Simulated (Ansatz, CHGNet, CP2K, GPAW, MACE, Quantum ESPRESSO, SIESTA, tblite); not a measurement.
# Running twisted Ti2CO2 MXene bilayer, 21.79° (70 atoms) with Quantum ESPRESSO

Wanted: Quantum ESPRESSO inputs and outputs for twisted Ti2CO2 MXene bilayer, 21.79° (70 atoms), checked against a plane-wave reference.

Method: the method is named at each step, in Quantum ESPRESSO 7.5.

### 1. Set-up

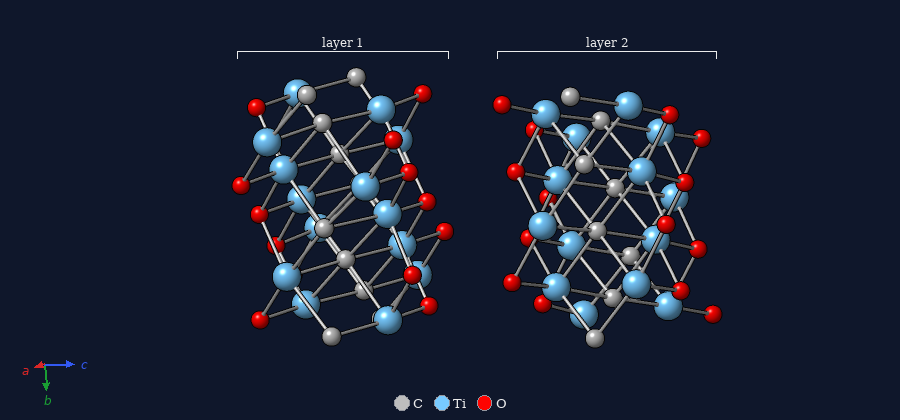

The cell as given, from the side, with the c axis across the page (carbon light grey, titanium blue, oxygen red). Some periodic images of atoms are drawn too.

The cell holds 70 atoms: 14 C, 28 Ti and 28 O. Cell: a = 8.017 Å, b = 8.017 Å, c = 23.860 Å, α = 90.0°, β = 90.0°, γ = 120.0°. It derives from Ti2CO2 (Ti2CO2 MXene). Ti2CO2 MXene (a = 3.03 Å) under Ti2CO2 MXene (a = 3.03 Å), bilayer, commensurate cell of 7 unit cells a layer, twist 21.79 deg; facing planes 2.98 Å apart; 12 Å of vacuum; layers as built, displaced by a Gaussian of 0.01 Å. Then every atom was moved at random, 0.03 Å r.m.s. a Cartesian component. Regions: layer 1, 35 atoms (7 C, 14 Ti and 14 O); layer 2, 35 atoms (7 C, 14 Ti and 14 O). Vacuum lies along c.

The yardstick, on the same geometry:

| Quantity | Value |
| --- | --- |
| method | Kohn-Sham DFT, PBE, PAW, plane waves (Ansatz 0.2.0); cutoff 420 eV, Γ point, fermi-dirac smearing of 0.05 eV; PAW set soft_2 |
| r.m.s. force component | 0.5018 eV/Å |
| longest force | 1.989 eV/Å |
| gap (highest filled to lowest empty level) | 0.4857 eV |
| SCF cycles | 12 |
| time | 22 s on 4 threads of Arm Neoverse V1, shared host |
| CPU time | 82 s |

### 2. PBE, sssp-1.3.0-efficiency, 60/480 Ry

Method: Kohn-Sham DFT, PBE, SSSP efficiency 1.3.0 pseudopotentials, plane waves.

Contents of pw.in:

```
&control
  calculation = 'scf'
  pseudo_dir = './pseudo'
  outdir = './tmp'
  disk_io = 'none'
  tprnfor = .true.
/
&system
  ibrav = 0
  nat = 70
  ntyp = 3
  ecutwfc = 60
  ecutrho = 480
  nosym = .true.
  occupations = 'smearing'
  smearing = 'fd'
  degauss = 0.003675
/
&electrons
  conv_thr = 3.5e-07
  electron_maxstep = 100
  mixing_beta = 0.2
  mixing_mode = 'local-TF'
  diagonalization = 'david'
/
ATOMIC_SPECIES
C 12.011 C.upf
Ti 47.867 Ti.upf
O 15.999 O.upf
CELL_PARAMETERS angstrom
8.01660 0.00000 0.00000
-4.00830 6.94258 0.00000
0.00000 0.00000 23.86000
ATOMIC_POSITIONS crystal
C 0.99692 0.99853 0.34561
Ti 0.19151 0.24073 0.39957
Ti 0.24512 0.04854 0.28971
O 0.23859 0.04542 0.43648
O 0.19262 0.24653 0.25054
C 0.14170 0.43133 0.34537
Ti 0.33541 0.66602 0.40001
Ti 0.37964 0.47787 0.28924
O 0.38474 0.48183 0.43734
O 0.33331 0.67374 0.25100
C 0.28453 0.85909 0.34617
Ti 0.47973 0.09486 0.40007
Ti 0.52190 0.90232 0.29055
O 0.53107 0.90232 0.43589
O 0.47142 0.09282 0.25301
C 0.42427 0.28479 0.34228
Ti 0.60806 0.51709 0.40270
Ti 0.66852 0.33351 0.28932
O 0.67464 0.33957 0.43699
O 0.61727 0.52426 0.25231
C 0.56827 0.71026 0.34568
Ti 0.75812 0.94636 0.39962
Ti 0.80646 0.76705 0.28851
O 0.80257 0.75539 0.43640
O 0.76117 0.95049 0.24915
C 0.70928 0.13589 0.34305
Ti 0.90584 0.38245 0.39806
Ti 0.95627 0.19931 0.29055
O 0.95186 0.18502 0.43913
O 0.90224 0.38373 0.25139
C 0.85462 0.56075 0.34145
Ti 0.05007 0.81009 0.39749
Ti 0.09259 0.61694 0.28892
O 0.09886 0.62557 0.43728
O 0.04975 0.81477 0.25078
C 0.15046 0.71485 0.65665
Ti 0.38104 0.90403 0.70884
Ti 0.32911 0.66191 0.59893
O 0.33612 0.66998 0.74807
O 0.37446 0.89992 0.56075
C 0.99329 0.99489 0.65547
Ti 0.24087 0.19459 0.71186
Ti 0.19377 0.95676 0.59715
O 0.18564 0.95031 0.74872
O 0.24452 0.19030 0.56403
C 0.28336 0.42445 0.65446
Ti 0.52442 0.61842 0.71069
Ti 0.47805 0.37961 0.59955
O 0.47787 0.38352 0.74903
O 0.52209 0.61708 0.56177
C 0.56397 0.85882 0.65551
Ti 0.80229 0.04356 0.71123
Ti 0.76083 0.80186 0.60200
O 0.75684 0.81142 0.74802
O 0.80308 0.04497 0.56256
C 0.42240 0.13545 0.65404
[... 10 atom lines left out ...]
Ti 0.09251 0.47431 0.71174
Ti 0.05073 0.23487 0.60110
O 0.04605 0.23228 0.74825
O 0.09702 0.48121 0.56304
K_POINTS gamma
```

Command:

```bash
$ OMP_NUM_THREADS=1 mpirun -np 4 pw.x -in pw.in > output.txt
```

Log:

```text
Program PWSCF
     gamma-point specific algorithms are used
     one sub-group per band group will be used
     scalapack distributed-memory algorithm (size of sub-group:  2*  2 procs)
     Parallelization info
     sticks:   dense  smooth     PW     G-vecs:    dense   smooth      PW
     Min        1897     947    237               397894   140677   17602
     Max        1898     950    240               397902   140714   17616
     Sum        7591    3793    955              1591593   562759   70437
     bravais-lattice index     =            0
     lattice parameter (alat)  =      15.1492  a.u.
     unit-cell volume          =    8961.4471 (a.u.)^3
     number of atoms/cell      =           70
     number of atomic types    =            3
     number of electrons       =       560.00
     number of Kohn-Sham states=          336
     kinetic-energy cutoff     =      60.0000  Ry
     charge density cutoff     =     480.0000  Ry
     scf convergence threshold =      3.5E-07
     mixing beta               =       0.2000
     number of iterations used =            8  local-TF  mixing
     Exchange-correlation= SLA  PW   PBX  PBC
                           (   1   4   3   4   0   0   0)
     crystal axes: (cart. coord. in units of alat)
               a(1) = (   1.000000   0.000000   0.000000 )
               a(2) = (  -0.500000   0.866025   0.000000 )
               a(3) = (   0.000000   0.000000   2.976324 )
     reciprocal axes: (cart. coord. in units 2 pi/alat)
               b(1) = (  1.000000  0.577350 -0.000000 )
               b(2) = (  0.000000  1.154700  0.000000 )
               b(3) = (  0.000000 -0.000000  0.335985 )
     PseudoPot. # 1 for C :
     Pseudo is Projector augmented-wave + core cor, Zval =  4.0
     PseudoPot. # 2 for Ti:
     Pseudo is Ultrasoft + core correction, Zval = 12.0
     PseudoPot. # 3 for O :
     Pseudo is Projector augmented-wave + core cor, Zval =  6.0
     atomic species   valence    mass     pseudopotential
     C                 4.00    12.01100     C ( 1.00)
     Ti               12.00    47.86700     Ti( 1.00)
     O                 6.00    15.99900     O ( 1.00)
     No symmetry found
   Cartesian axes
     number of k points=     1  Fermi-Dirac smearing, width (Ry)=  0.0037
                       cart. coord. in units 2pi/alat
        k(    1) = (   0.0000000   0.0000000   0.0000000), wk =   2.0000000
     Dense  grid:   795797 G-vectors     FFT dimensions: ( 108, 108, 320)
     Smooth grid:   281380 G-vectors     FFT dimensions: (  75,  75, 225)
     Check: negative core charge=   -0.000005
     Initial potential from superposition of free atoms
     starting charge     531.9981, renormalised to     560.0000
     negative rho (up, down):  4.104E-02 0.000E+00
     Starting wfcs are  448 randomized atomic wfcs
     Self-consistent Calculation
     iteration #  1     ecut=    60.00 Ry     beta= 0.20
     negative rho (up, down):  4.167E-02 0.000E+00
     total energy              =   -4773.76333387 Ry
     estimated scf accuracy    <      29.54779264 Ry
     iteration #  2     ecut=    60.00 Ry     beta= 0.20
     negative rho (up, down):  4.600E-02 0.000E+00
     total energy              =   -4767.11785394 Ry
     estimated scf accuracy    <      18.94662190 Ry
     iteration #  3     ecut=    60.00 Ry     beta= 0.20
     negative rho (up, down):  3.958E-02 0.000E+00
     total energy              =   -4770.16813446 Ry
     estimated scf accuracy    <       2.61769956 Ry
     iteration #  4     ecut=    60.00 Ry     beta= 0.20
     negative rho (up, down):  3.364E-02 0.000E+00
     total energy              =   -4770.31121155 Ry
     estimated scf accuracy    <       2.33508617 Ry
     iteration #  5     ecut=    60.00 Ry     beta= 0.20
     negative rho (up, down):  3.069E-02 0.000E+00
     total energy              =   -4769.98989968 Ry
     estimated scf accuracy    <       1.05236104 Ry
     iteration #  6     ecut=    60.00 Ry     beta= 0.20
[...]
total energy              =   -4770.09955866 Ry
     estimated scf accuracy    <       0.87020394 Ry
[...]
c_bands:  1 eigenvalues not converged
[...]
c_bands:  1 eigenvalues not converged
[...]
c_bands:  3 eigenvalues not converged
[...]
total energy              =   -4770.21112591 Ry
[...]
iteration # 32     ecut=    60.00 Ry     beta= 0.20
[...]
total energy              =   -4770.21112599 Ry
     estimated scf accuracy    <       0.00000057 Ry
     iteration # 33     ecut=    60.00 Ry     beta= 0.20
     negative rho (up, down):  3.397E-02 0.000E+00
     total energy              =   -4770.21112596 Ry
     estimated scf accuracy    <       0.00000044 Ry
     iteration # 34     ecut=    60.00 Ry     beta= 0.20
     negative rho (up, down):  3.398E-02 0.000E+00
     End of self-consistent calculation
          k = 0.0000 0.0000 0.0000 ( 35219 PWs)   bands (ev):
   -53.7618 -53.7558 -53.7313 -53.7174 -53.7089 -53.7068 -53.6946 -53.6937
   -53.6796 -53.6678 -53.6609 -53.6365 -53.6314 -53.6130 -53.6118 -53.6064
   -53.5931 -53.5843 -53.5762 -53.5686 -53.5672 -53.5523 -53.5323 -53.5002
   -53.4929 -53.4780 -53.4697 -53.4591 -30.2538 -30.2364 -30.2197 -30.2055
   -30.2032 -30.2014 -30.1749 -30.1578 -30.1552 -30.1340 -30.1295 -30.1187
   -30.1089 -30.1086 -30.0940 -30.0931 -30.0729 -30.0653 -30.0547 -30.0536
[...]
5.7892   5.7910   5.8053   5.8093   5.8184   5.8275   5.8535   5.8659
     5.8804   5.8851   5.9044   5.9150   5.9453   5.9468   6.1831   6.2333
     6.2627   6.2736   6.2836   6.2976   6.3177   6.3268   6.3333   6.3658
     the Fermi energy is     4.3989 ev
!    total energy              =   -4770.21112587 Ry
     estimated scf accuracy    <       0.00000020 Ry
     smearing contrib. (-TS)   =      -0.00156092 Ry
     internal energy E=F+TS    =   -4770.20956495 Ry
     The total energy is F=E-TS. E is the sum of the following terms:
     one-electron contribution =  -27329.36499808 Ry
     hartree contribution      =   13774.57936568 Ry
     xc contribution           =    -777.93816050 Ry
     ewald contribution        =    9915.49333809 Ry
     one-center paw contrib.   =    -352.97911015 Ry
     convergence has been achieved in  34 iterations
     negative rho (up, down):  3.398E-02 0.000E+00
     Forces acting on atoms (cartesian axes, Ry/au):
     atom    1 type  1   force =    -0.00345122    0.00640644   -0.02002831
     atom    2 type  2   force =    -0.01645644   -0.04555266   -0.02357181
     atom    3 type  2   force =    -0.02722721    0.00826059    0.00816095
     atom    4 type  3   force =    -0.00172110    0.00809043    0.01657843
     atom    5 type  3   force =    -0.00841849   -0.01517199    0.00751619
     atom    6 type  1   force =     0.00446982   -0.01730557   -0.01157971
[...]
atom   68 type  2   force =    -0.03141613   -0.00038506    0.02109918
     atom   69 type  3   force =    -0.01235813    0.01111847    0.01529555
     atom   70 type  3   force =    -0.00888732   -0.01781627   -0.01238852
     Total force =     0.281818     Total SCF correction =     0.002093
     Message from routine punch:
     Nothing written, as per user request (disk_io='none')
```

Wall time 9.5 min (4 MPI ranks of Arm Neoverse V1, shared host); peak memory 4.5 GiB.

Banners, paths, timers and routine set-up lines are dropped from the logs unmarked, and long logs keep their key lines alone; longer cuts are marked.

Compared with the plane-wave run:

| Quantity | Value |
| --- | --- |
| r.m.s. force component | 0.5 eV/Å |
| r.m.s. difference of force components | 4.279 meV/Å |
| longest difference of force vectors | 10.76 meV/Å |
| force difference over r.m.s. force | 0.8527 % |
| slope of forces against the reference's | 0.9965 |
| correlation of force components | 1 |
| gap (highest filled to lowest empty level) | 0.4847 eV |
| gap difference | -0.001 eV |

Length of the force difference by element (eV/Å):

```csv
element,atoms,mean,most
C,14,0.0017,0.0032
O,28,0.0076,0.011
Ti,28,0.0086,0.010
```

Levels nearest the highest filled one (eV from it): -2.05, -2.02, -2.02, -1.98, -1.96, -1.90, -1.29, -1.03, -0.10, -0.08, -0.05, 0.00, 0.48, 0.50, 0.54, 0.55, 0.61, 0.64, 0.65, 0.66, 0.69, 0.73, 0.75, 0.76.

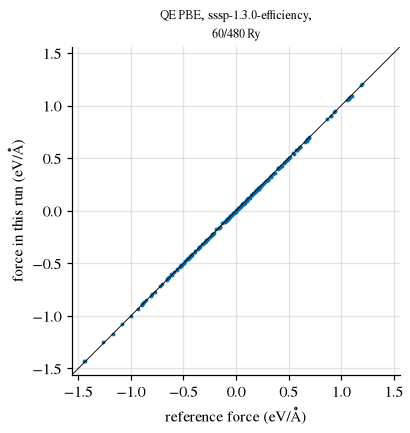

Force components against those of the reference; the line marks equality.

A closer look about O40, picked at random: 13 atoms, nearest first, numbered in the order of the input, with positions taken from that point.

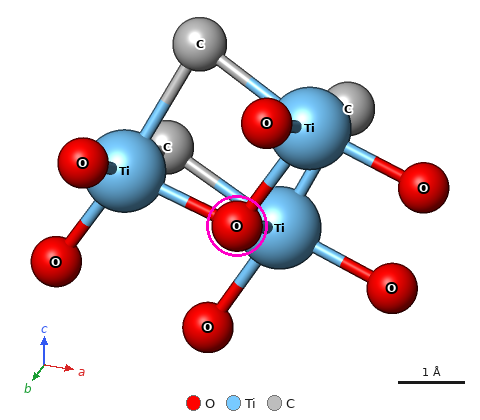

The atoms of the table, within 3.1 Å (arrows a, b, c point along x, y, z); some may hide others; the central atom is ringed.

```csv
atom,x,y,z,distance (Å),bonds,Fx,Fy,Fz (eV/Å)
O40,0.00,0.00,0.00,0.00,3,-0.09,0.07,0.01
Ti43,-1.68,0.39,0.87,1.93,6,1.08,-0.02,1.09
Ti38,0.59,-1.65,0.91,1.98,6,0.60,0.25,0.42
Ti58,1.17,1.36,0.98,2.04,6,0.87,0.23,-0.30
C56,-0.56,1.64,2.23,2.82,6,-0.27,0.58,0.60
C36,-1.05,-1.28,2.29,2.83,6,-1.43,-0.49,-0.36
C51,1.68,-0.29,2.26,2.83,6,0.57,-0.42,0.10
O65,-2.80,-0.90,0.04,2.94,3,-0.52,-0.77,-0.45
O70,-0.55,-2.91,0.05,2.96,3,-0.23,-0.46,-0.32
O45,-2.21,2.02,0.08,2.99,3,-0.93,0.01,-1.25
O55,2.85,1.01,0.04,3.03,3,0.19,0.04,0.15
O50,2.32,-1.96,0.02,3.04,3,-0.10,0.04,-0.06
O60,0.59,3.01,0.04,3.07,3,-0.02,0.09,0.06
```

Forces lie 0.85 % from the reference's, at 28 times its CPU time.

### 3. PBE, sssp-1.3.0-efficiency, 30/240 Ry

Method: Kohn-Sham DFT, PBE, SSSP efficiency 1.3.0 pseudopotentials, plane waves.

Changes to pw.in since step 2:

```diff
@@ -11,4 +11,4 @@
   ntyp = 3
-  ecutwfc = 60
-  ecutrho = 480
+  ecutwfc = 30
+  ecutrho = 240
   nosym = .true.
```

Command:

```bash
$ OMP_NUM_THREADS=1 mpirun -np 2 pw.x -in pw.in > output.txt
```

Log:

```text
[banner, memory and clock lines left out]
Program PWSCF
     gamma-point specific algorithms are used
[... lines left out ...]
     total energy              =   -4765.50450864 Ry
[... lines left out ...]
     total energy              =   -4768.39302839 Ry
[... lines left out ...]
     c_bands:  1 eigenvalues not converged
[... lines left out ...]
     total energy              =   -4768.35046922 Ry
[... lines left out ...]
     total energy              =   -4768.35046912 Ry
[... lines left out ...]
     the Fermi energy is     4.4203 ev
!    total energy              =   -4768.35046923 Ry
[... lines left out ...]
     The total energy is F=E-TS. E is the sum of the following terms:
     one-electron contribution =  -27326.03542580 Ry
     hartree contribution      =   13772.97603848 Ry
     xc contribution           =    -777.60135242 Ry
     ewald contribution        =    9915.49333809 Ry
     one-center paw contrib.   =    -353.18127959 Ry
     convergence has been achieved in  35 iterations
     negative rho (up, down):  4.353E-02 0.000E+00
     Forces acting on atoms (cartesian axes, Ry/au):
     atom    1 type  1   force =    -0.00330066    0.00641511   -0.02080930
     atom    2 type  2   force =    -0.01600674   -0.04498967   -0.02514722
     atom    3 type  2   force =    -0.02814860    0.00896886    0.00993687
[...]
atom   69 type  3   force =    -0.01269641    0.01059172    0.01621913
     atom   70 type  3   force =    -0.00997097   -0.01850330   -0.01320030
     Total force =     0.289343     Total SCF correction =     0.000765
     Message from routine punch:
     Nothing written, as per user request (disk_io='none')
```

Elapsed: 7.1 min, on 2 MPI ranks; peak memory 1.5 GiB; 14 min of CPU time.

Numbers from this run, and their distance from the reference:

```
r.m.s. force component                           : 0.5134 eV/Å
r.m.s. difference of force components            : 19.78 meV/Å
longest difference of force vectors              : 68.7 meV/Å
force difference over r.m.s. force               : 3.942 %
slope of forces against the reference's          : 1.023
correlation of force components                  : 0.9995
gap (highest filled to lowest empty level) : 0.4672 eV
gap difference                                   : -0.0185 eV
energy less the same-level run's                 : 361.7 meV/atom
r.m.s. force difference from the same-level run  : 23.12 meV/Å
```

This is a coarse setting, run to see what it loses.

Against the first run (0.85 %), the force difference from the reference is 3.9 %, at 0.37 times the CPU time (on 2 against 4 cores): the cutoff matters here.

### 4. All runs compared

Differences are against the plane-wave reference, forces as r.m.s. over components; share is that over the reference's r.m.s. force, slope the least-squares factor from reference forces to these. Total energies of different programs have different zeros and aren't compared.

```csv
run,"Δ force, r.m.s. (meV/Å)",share (%),slope,Δ gap (eV),cores,CPU time,memory (GiB)
reference,-,-,-,-,4,82 s,1.6
"QE PBE, sssp-1.3.0-efficiency, 60/480 Ry",4.28,0.853,0.997,-0.001,4,38 min,4.5
"QE PBE, sssp-1.3.0-efficiency, 30/240 Ry (coarse)",19.8,3.94,1.023,-0.0185,2,14 min,1.5
```

Rows marked coarse were listed beforehand as settings not expected to be converged; some can still land near the reference.

CPU time is summed over cores on a shared host, where runs went side by side, so it is rough. Symmetry, cutoffs, thresholds, outputs and thread counts weren't matched or tuned between programs; memory under MPI is the largest rank's times the ranks.

Within one program, basis, potentials and functional, energies share a zero. Each run against its twin at the usual cutoff or grid and solver:

```csv
run,twin,Δ energy (meV/atom),"Δ force, r.m.s. (meV/Å)",CPU time over the twin's
"QE PBE, sssp-1.3.0-efficiency, 30/240 Ry","sssp-1.3.0-efficiency, 60/480 Ry",362,23.1,0.37 (this twin ran on 4 cores)
```

### 5. Results

```json
{"nearest in forces": "QE PBE, sssp-1.3.0-efficiency, 60/480 Ry, 0.85 %", "its CPU time": "38 min"}
```

**Reading.** PBE on plane waves or a grid with other potentials, cutoffs or grids, coarse settings apart, differs from the reference by 0.85 % (QE PBE, sssp-1.3.0-efficiency, 60/480 Ry) of the r.m.s. force; this holds the reference's own error, so differences of a few per cent don't tell which side is nearer the exact PBE result (QE's 60 Ry are 816 eV, against the reference's 420 eV). Runs with settings chosen to be coarse differ by 3.9 % (QE PBE, sssp-1.3.0-efficiency, 30/240 Ry), their programs' other errors included. None of the electronic-structure runs in the table takes under half the reference's CPU time of 82 s; they take 10 to 28 times as much. At the same functional, gaps differ from the reference's 0.486 eV by between -0.02 and -0.00 eV. These are spacings on the run's k-points, which needn't hold the band edges. The reference's PBE has no dispersion term, which matters for the binding between molecules or layers. The runs have no spin polarisation, so moments on Ti can't form, and no Hubbard term. The electronic-structure runs sample only Γ, in a cell whose shortest periodic width is 7 Å.

[Also dropped from logs without a mark: logging warnings of Python, and SIESTA's first energy breakdown and zero terms.]

[Logs are printed without paths, hosts, clocks, repeated set-up lines and the standing remarks that a program may print on its own settings, such as how far it seeks lower states.]

[Hosts, paths, dates, database ids (printed as entryN), source tags and the programs' standing remarks are cut or masked in the printed files.]
